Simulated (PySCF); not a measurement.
# C4H7Cl: excited states, first hyperpolarisability

Wanted: excited states, first hyperpolarisability for C4H7Cl (`C=C(C)CCl`).

Programs: PySCF 2.14.0, with routines of our own; each step states its level. All values are computed. Atoms count from 0.

## 1. The starting structure

12 atoms, charge 0, multiplicity 1; geometry from: GFN2-xTB.

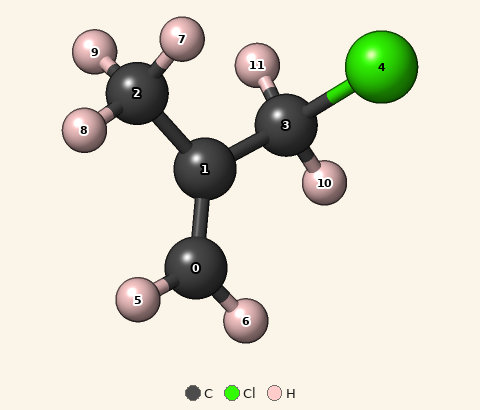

The starting geometry (carbon dark grey, chlorine green, hydrogen pink).

## 2. Optimising the geometry at PBE0-D3(BJ)/def2-TZVP

What the job is given:

```
{"job": {"xc": "PBE0", "basis": "def2-TZVP", "d3": "d3bj", "grid": 2, "kind": "geom"}, "charge": 0, "multiplicity": 1}
C     -0.123852     1.525793    -0.334409
C     -0.048309     0.245898    -0.003381
C     -1.223226    -0.680838    -0.026264
C      1.247623    -0.376313     0.408760
Cl     1.852388    -1.450622    -0.902293
H     -1.053376     1.975049    -0.638440
H      0.736148     2.173376    -0.313192
H     -1.001500    -1.546040    -0.648840
H     -2.106768    -0.182300    -0.413694
H     -1.433542    -1.040603     0.980813
H      2.023509     0.368393     0.578470
H      1.132103    -1.012478     1.286442
```

On the command line:

```sh
> OMP_NUM_THREADS=1 python excited_run.py task.json out
```

One launch serves the whole session: the jobs run in the order shown.

Log:

```text
step   0  E = -616.55277552  max force = 0.007285
step   1  E = -616.55341187  max force = 0.001598
step   2  E = -616.55343079  max force = 0.000257
step   3  E = -616.55343789  max force = 0.000193
optimisation converged
```

It took 38 s on 1 thread of Arm Neoverse V2, shared host; peak memory 0.84 GiB.

Along the way:

| step | energy from step 0 (eV) | largest force component (eV/Å) |
| --- | --- | --- |
| 0 | 0.0000 | 0.3746 |
| 1 | -0.0173 | 0.0822 |
| 2 | -0.0178 | 0.0132 |
| 3 | -0.0180 | 0.0099 |

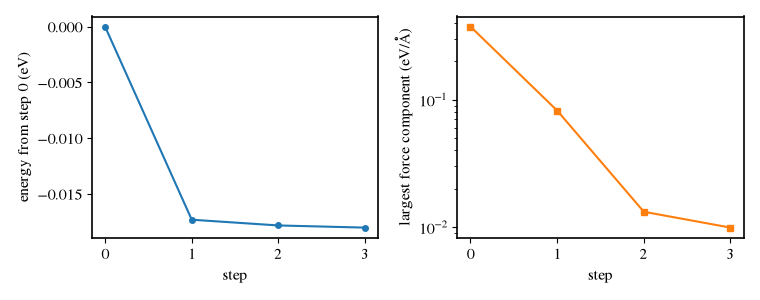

Energy and largest force along the relaxation.

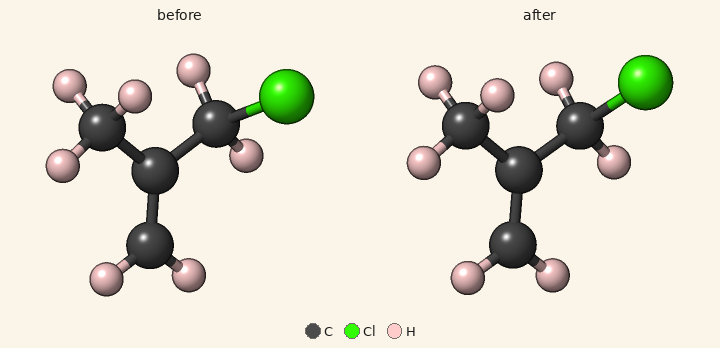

The geometry before (left) and after (right).

Distances of close pairs at the start and the end, largest changes first:

| bond | before (Å) | after (Å) | change (Å) |
| --- | --- | --- | --- |
| C0–H5 | 1.076 | 1.084 | +0.008 |
| C0–H6 | 1.077 | 1.084 | +0.007 |
| C2–H9 | 1.090 | 1.095 | +0.005 |
| C0–C1 | 1.324 | 1.329 | +0.005 |
| C2–H7 | 1.089 | 1.093 | +0.004 |
| C1–C3 | 1.495 | 1.492 | -0.004 |
| C2–H8 | 1.086 | 1.090 | +0.004 |
| C1–C2 | 1.497 | 1.493 | -0.004 |

The next job starts from the end point, and lists it.

| at the end point | value |
| --- | --- |
| point group (found at 0.08 Å tolerance) | C1 |
| rotational constants (GHz, main isotopes) | 7.188, 2.425, 2.034 |
| dipole moment (D) | 1.84 |

## 3. Excited states: TDA CAM-B3LYP/def2-TZVPD

What the job is given:

```
{"job": {"kind": "states", "xc": "CAM-B3LYP", "basis": "def2-TZVPD", "tda": true, "soc": true, "nstates": 6, "ntriplets": 5, "nquad": 4}, "charge": 0, "multiplicity": 1}
C     -0.144990     1.514402    -0.367241
C     -0.051429     0.231142    -0.034604
C     -1.217482    -0.701324    -0.024580
C      1.263201    -0.330019     0.391555
Cl     1.833874    -1.623825    -0.717678
H     -1.094247     1.957040    -0.647000
H      0.723259     2.163749    -0.369253
H     -1.026396    -1.563126    -0.668638
H     -2.125371    -0.204358    -0.365696
H     -1.393064    -1.091223     0.983516
H      2.039102     0.432210     0.402751
H      1.198477    -0.797256     1.375189
```

With the program's defaults for keys left out, this is: TDA CAM-B3LYP/def2-TZVPD excited states, vertical, gas phase, spin-orbit mean-field couplings.

Log:

```text
coarse grid: 10312 points
cycle   1  E = -616.7874059350  dE =  5.153e-01  |g| = 3.396e-01  |ddm| = 3.335e+00
cycle   2  E = -616.7976979846  dE = -1.029e-02  |g| = 3.125e-01  |ddm| = 1.144e+00
cycle   3  E = -616.8194108062  dE = -2.171e-02  |g| = 4.886e-02  |ddm| = 4.032e-01
cycle   4  E = -616.8198552575  dE = -4.445e-04  |g| = 2.740e-02  |ddm| = 9.665e-02
cycle   5  E = -616.8200370151  dE = -1.818e-04  |g| = 5.735e-03  |ddm| = 5.716e-02
cycle   6  E = -616.8200447846  dE = -7.770e-06  |g| = 1.999e-03  |ddm| = 1.172e-02
final grid: 94184 points
cycle   7  E = -616.8133258902  dE = -3.346e-05  |g| = 4.328e-03  |ddm| = 1.713e-01
cycle   8  E = -616.8133258404  dE =  4.988e-08  |g| = 4.199e-03  |ddm| = 1.680e-02
cycle   9  E = -616.8133298848  dE = -4.044e-06  |g| = 6.520e-04  |ddm| = 7.636e-03
cycle  10  E = -616.8133299740  dE = -8.917e-08  |g| = 2.209e-04  |ddm| = 1.066e-03
cycle  11  E = -616.8133299865  dE = -1.252e-08  |g| = 3.355e-05  |ddm| = 4.459e-04
cycle  12  E = -616.8133299869  dE = -3.754e-10  |g| = 7.749e-06  |ddm| = 8.655e-05
converged SCF energy = -616.8133299869

Singlet excitations
state   eV       nm        f     d(h-e)  d(exc)  Lambda  PR(NTO)  |dmu|/D   mu/D   main configurations
  1   6.8209   181.8   0.01939   0.369   3.468   0.388   1.180    1.804    1.555   H->L+1 0.85
  2   6.9000   179.7   0.00161   0.815   2.855   0.361   1.156    2.252    1.399   H-1->L 0.52, H-1->L+1 0.16, H-2->L 0.09
  3   6.9537   178.3   0.02209   0.765   2.887   0.404   1.253    2.051    1.132   H-2->L 0.46, H-2->L+1 0.15, H-1->L 0.09
  4   7.2247   171.6   0.47923   0.776   3.248   0.665   1.102    2.387    4.040   H->L 0.83
  5   7.6725   161.6   0.04394   0.445   3.882   0.361   1.140                     H->L+2 0.58, H->L+4 0.18
  6   7.7576   159.8   0.01386   1.406   3.570   0.322   1.142                     H-1->L+1 0.44, H-1->L 0.27, H-1->L+4 0.09

Triplet excitations (Tamm-Dancoff)
state   eV     d(h-e)  d(exc)  Lambda  PR(NTO)   main configurations
  1   4.2714   0.105   2.237   0.620   1.008   H->L 0.71
  2   6.2297   0.676   2.526   0.346   1.017   H-1->L 0.47, H-1->L+1 0.21
  3   6.2968   0.658   2.556   0.381   1.045   H-2->L 0.50, H-2->L+1 0.19
  4   6.7005   0.527   3.499   0.394   1.040   H->L+1 0.86
  5   7.4198   1.191   3.760   0.392   1.099   H->L+2 0.57
S1 - T1 = 2.5496 eV

Spin-orbit couplings |<S|Hso|T>| (cm-1)
             T1       T2       T3       T4       T5
S0        7.753  217.173  214.391   13.090    8.302
S1        6.981   84.641   61.673   17.223   22.299
S2       40.062   42.002  243.404   38.246   67.674
S3       39.633  233.027   63.060   35.421   68.478
S4       14.067   71.554   57.135    7.230    8.661
S5        6.365   20.350   16.717   14.734    5.994
S6       14.190    9.318   30.459   49.015   11.248
T1 sublevels (cm-1): 0.000 0.004 0.010   radiative rates (1/s): 0.993 10.8 10.8
```

It took 35 s on 1 thread of Arm Neoverse V2, shared host; peak memory 0.9 GiB.

Key values:

| quantity | value |
| --- | --- |
| S1 less T1 | 2.55 eV |

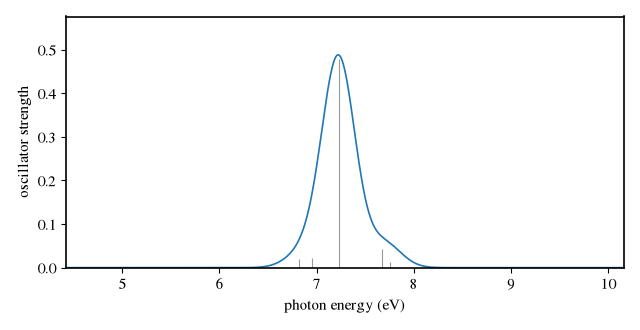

Absorption lines of the singlets. Lines are broadened to a width of 0.40 eV (Gaussian).

The fields below are evaluated on a grid from the run's orbitals.

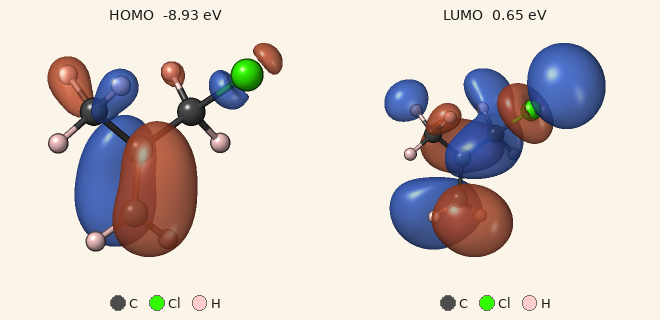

CAM-B3LYP/def2-TZVPD orbitals near the gap, drawn at the value that encloses 70 % of each; the two colours are the two signs.

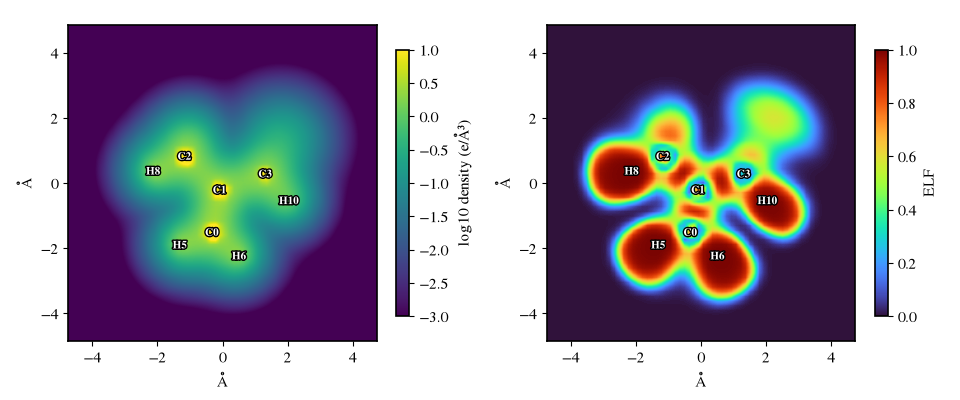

Density (left) and ELF (right) in a plane through or near 8 of the atoms.

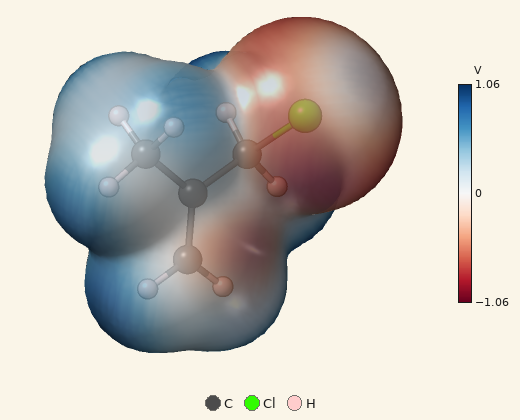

Electrostatic potential on the surface of density 0.002 e/bohr³; red is low, blue high. It runs, from the 1st to the 99th percentile, from -0.74 V near Cl4 to 1.06 V near H11.

## 4. Excited states: TDDFT CAM-B3LYP/def2-TZVPD

Settings changed since step 3:

```diff
@@ -1,2 +1,2 @@
-{"job": {"kind": "states", "xc": "CAM-B3LYP", "basis": "def2-TZVPD", "tda": true, "soc": true, "nstates": 6, "ntriplets": 5, "nquad": 4}, "charge": 0, "multiplicity": 1}
+{"job": {"kind": "states", "xc": "CAM-B3LYP", "basis": "def2-TZVPD", "tpa": true, "nstates": 8, "nquad": 6, "ntriplets": 0}, "charge": 0, "multiplicity": 1}
 C     -0.144990     1.514402    -0.367241
```

Level: TDDFT CAM-B3LYP/def2-TZVPD excited states, vertical, gas phase, two-photon moments by quadratic response.

Log:

```text
coarse grid: 10312 points
cycle   1  E = -616.7874059350  dE =  5.153e-01  |g| = 3.396e-01  |ddm| = 3.335e+00
cycle   2  E = -616.7976979846  dE = -1.029e-02  |g| = 3.125e-01  |ddm| = 1.144e+00
cycle   3  E = -616.8194108062  dE = -2.171e-02  |g| = 4.886e-02  |ddm| = 4.032e-01
cycle   4  E = -616.8198552575  dE = -4.445e-04  |g| = 2.740e-02  |ddm| = 9.665e-02
cycle   5  E = -616.8200370151  dE = -1.818e-04  |g| = 5.735e-03  |ddm| = 5.716e-02
cycle   6  E = -616.8200447846  dE = -7.770e-06  |g| = 1.999e-03  |ddm| = 1.172e-02
final grid: 94184 points
cycle   7  E = -616.8133258902  dE = -3.346e-05  |g| = 4.328e-03  |ddm| = 1.713e-01
cycle   8  E = -616.8133258404  dE =  4.988e-08  |g| = 4.199e-03  |ddm| = 1.680e-02
cycle   9  E = -616.8133298848  dE = -4.044e-06  |g| = 6.520e-04  |ddm| = 7.636e-03
cycle  10  E = -616.8133299740  dE = -8.917e-08  |g| = 2.209e-04  |ddm| = 1.066e-03
cycle  11  E = -616.8133299865  dE = -1.252e-08  |g| = 3.355e-05  |ddm| = 4.459e-04
cycle  12  E = -616.8133299869  dE = -3.754e-10  |g| = 7.749e-06  |ddm| = 8.655e-05
converged SCF energy = -616.8133299869

Singlet excitations
state   eV       nm        f     d(h-e)  d(exc)  Lambda  PR(NTO)  |dmu|/D   mu/D   delta(TPA)   sigma/GM   main configurations
  1   6.7779   182.9   0.11512   0.305   3.224   0.435   1.192    1.274    2.661       44.95      0.757   H->L+1 0.64, H->L 0.16, H-2->L 0.10
  2   6.8529   180.9   0.00149   0.777   2.812   0.355   1.093    2.122    1.473        5.02      0.086   H-1->L 0.56, H-1->L+1 0.18
  3   6.8925   179.9   0.10328   0.634   3.290   0.484   1.843    2.470    0.897       28.76      0.501   H->L 0.32, H->L+1 0.27, H-2->L 0.19
  4   6.9698   177.9   0.22088   0.252   2.929   0.523   1.335    0.683    1.449       12.02      0.214   H->L 0.44, H-2->L 0.32, H-2->L+1 0.08
  5   7.6473   162.1   0.02629   0.619   3.916   0.361   1.115    1.461    3.167       57.76      1.238   H->L+2 0.65, H->L+4 0.14
  6   7.7500   160.0   0.00922   1.437   3.562   0.325   1.080    4.934    3.786       13.70      0.301   H-1->L+1 0.45, H-1->L 0.29, H-1->L+4 0.09
  7   7.7674   159.6   0.01538   0.422   3.921   0.258   1.085                                            H->L+3 0.75, H->L+7 0.09
  8   7.8262   158.4   0.01700   1.266   3.554   0.357   1.282                                            H-2->L+1 0.41, H-2->L 0.24, H-2->L+2 0.11
```

Run time: 41 s. Hardware: 1 thread of Arm Neoverse V2, shared host; peak memory 0.95 GiB.

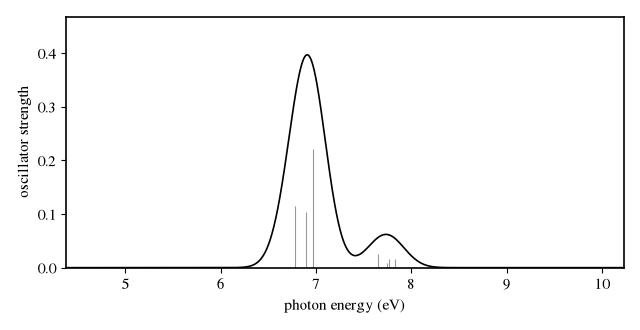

Absorption lines of the singlets. Lines are broadened to a width of 0.40 eV (Gaussian).

## 5. First hyperpolarisability: quadratic response CAM-B3LYP/def2-TZVPD

Settings changed since step 4:

```diff
@@ -1,2 +1,2 @@
-{"job": {"kind": "states", "xc": "CAM-B3LYP", "basis": "def2-TZVPD", "tpa": true, "nstates": 8, "nquad": 6, "ntriplets": 0}, "charge": 0, "multiplicity": 1}
+{"job": {"kind": "beta", "xc": "CAM-B3LYP", "basis": "def2-TZVPD"}, "charge": 0, "multiplicity": 1}
 C     -0.144990     1.514402    -0.367241
```

With the program's defaults for keys left out, this is: quadratic response CAM-B3LYP/def2-TZVPD first hyperpolarisability, Taylor convention, gas phase.

Log:

```text
coarse grid: 10312 points
cycle   1  E = -616.7874059350  dE =  5.153e-01  |g| = 3.396e-01  |ddm| = 3.335e+00
cycle   2  E = -616.7976979846  dE = -1.029e-02  |g| = 3.125e-01  |ddm| = 1.144e+00
cycle   3  E = -616.8194108062  dE = -2.171e-02  |g| = 4.886e-02  |ddm| = 4.032e-01
cycle   4  E = -616.8198552575  dE = -4.445e-04  |g| = 2.740e-02  |ddm| = 9.665e-02
cycle   5  E = -616.8200370151  dE = -1.818e-04  |g| = 5.735e-03  |ddm| = 5.716e-02
cycle   6  E = -616.8200447846  dE = -7.770e-06  |g| = 1.999e-03  |ddm| = 1.172e-02
final grid: 94184 points
cycle   7  E = -616.8133258902  dE = -3.346e-05  |g| = 4.328e-03  |ddm| = 1.713e-01
cycle   8  E = -616.8133258404  dE =  4.988e-08  |g| = 4.199e-03  |ddm| = 1.680e-02
cycle   9  E = -616.8133298848  dE = -4.044e-06  |g| = 6.520e-04  |ddm| = 7.636e-03
cycle  10  E = -616.8133299740  dE = -8.917e-08  |g| = 2.209e-04  |ddm| = 1.066e-03
cycle  11  E = -616.8133299865  dE = -1.252e-08  |g| = 3.355e-05  |ddm| = 4.459e-04
cycle  12  E = -616.8133299869  dE = -3.754e-10  |g| = 7.749e-06  |ddm| = 8.655e-05
converged SCF energy = -616.8133299869

Lowest singlets (eV, f): 6.7779 0.1151  6.8529 0.0015  6.8925 0.1033

First hyperpolarisability (au)
process     nm      |vector|   parallel      HRS      DR
static         -       57.01       21.3      26.05   3.799
shg       1907.0       60.41      22.67      27.59   3.825
eope      1907.0       58.12      21.74          -       -
shg       1064.0       69.02      26.17      31.53   3.878
eope      1064.0       60.66      22.78          -       -
```

It took 34 s on 1 thread of Arm Neoverse V2, shared host; peak memory 0.9 GiB.

## 6. Summary of results

| quantity | value |
| --- | --- |
| point group | C1 |
| rotational constants (main isotopes) | 7.19, 2.42, 2.03 GHz |
| S1 less T1 (step 3, TDA CAM-B3LYP/def2-TZVPD) | 2.55 eV |
| surface potential, 1st and 99th percentile | -0.74 V and 1.06 V |
| β vector (step 5, quadratic response CAM-B3LYP/def2-TZVPD) | static 57, SHG 1907.0 nm 60, SHG 1064.0 nm 69 au |

**Reading.** Relaxing lowered the energy by 0.018 eV in 3 steps; the close pair that moved most is C0–H5, from 1.076 to 1.084 Å. In step 3, the number of triplets below S1 is 4, and the largest singlet-triplet spin-orbit coupling is S2–T3, 243.40 cm⁻¹. β grows from 57 au (static) to 69 au for doubling at 1064.0 nm: normal dispersion, which grows as twice the photon energy moves toward the bright states.
